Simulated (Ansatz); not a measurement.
**C₄H₁₀AlF: how energies converge with the basis set**

How large a basis does C₄H₁₀AlF need? Two functionals are run in growing sets.

Program: Ansatz 0.2.0, Gaussian basis. Level of theory: one geometry, several basis sets. These are calculated values, not measurements.

Plan: PBE0-D4/def2-SVP; ωB97M-V/def2-SVP; PBE0-D4/def2-QZVPP; ωB97M-V/def2-QZVPP; the functionals' def2-TZVPP values are taken from earlier runs.

### 1 The geometry

All runs share one geometry, relaxed beforehand with PBE0-D4 in a triple-zeta def2 set.

SMILES `C[CH2][Al]([F])[CH2]C`, 16 atoms, charge 0, spin multiplicity 1.

Atoms are counted from 1 here; the program's logs count them from 0.

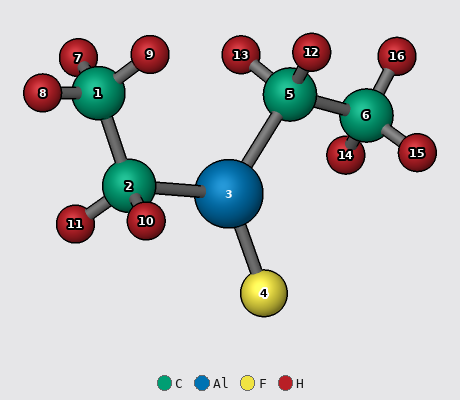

The structure; carbon teal, aluminium blue, fluorine yellow, hydrogen red; atoms are numbered from 1 in the order of the file.

### 2 PBE0-D4 in def2-SVP

Input file in.yaml:

```yaml
crystal:
  periodic: [false, false, false]
  atoms:
    - {symbol: C, position_ang: [1.474656, -2.033405, 0.035104]}
    - {symbol: C, position_ang: [1.183915, -1.172571, -1.194773]}
    - {symbol: Al, position_ang: [-0.009426, 0.344301, -0.895496]}
    - {symbol: F, position_ang: [-0.354938, 1.300931, -2.207349]}
    - {symbol: C, position_ang: [-0.822888, 0.822407, 0.814409]}
    - {symbol: C, position_ang: [-1.730223, 2.052092, 0.826008]}
    - {symbol: H, position_ang: [0.561483, -2.466030, 0.453325]}
    - {symbol: H, position_ang: [2.147676, -2.864978, -0.193842]}
    - {symbol: H, position_ang: [1.942562, -1.453500, 0.835568]}
    - {symbol: H, position_ang: [2.119039, -0.785910, -1.619934]}
    - {symbol: H, position_ang: [0.754217, -1.785668, -1.997330]}
    - {symbol: H, position_ang: [-0.008104, 0.942505, 1.541856]}
    - {symbol: H, position_ang: [-1.370697, -0.059589, 1.174144]}
    - {symbol: H, position_ang: [-2.573376, 1.937075, 0.140638]}
    - {symbol: H, position_ang: [-1.194443, 2.951025, 0.511808]}
    - {symbol: H, position_ang: [-2.142353, 2.248514, 1.820364]}
basis:
  gaussian: {orbitals: def2-SVP}
hamiltonian: {xc: pbe0, dispersion: d4}
output: {orbitals: {seedname: orbitals}}
```

Started as:

```
ansatz run in.yaml --threads 4 --pin off --events-out ev --progress --plain --max-ram 11315MiB
```

After this run come: ωB97M-V in def2-SVP; PBE0-D4 in def2-QZVPP; ωB97M-V in def2-QZVPP.

Before running them: what should the planned runs give, taken together? Wanted: PBE0-D4: double and triple zeta above quadruple; ωB97M-V: double and triple zeta above quadruple.

As calculated:

| quantity | value |
| --- | --- |
| PBE0-D4: double and triple zeta above quadruple | 11.08, 0.62 eV |
| ωB97M-V: double and triple zeta above quadruple | 11.41, 0.60 eV |

**Reading.** For PBE0-D4 the step from double to triple zeta gains 10.46 eV and the next only 0.62 eV. These are total energies; as a rule much of such shifts cancels in differences, which this series doesn't test. The LUMO of ωB97M-V is positive and keeps falling with the basis (1.47 to 0.84 eV): an unbound level that the basis holds in place.
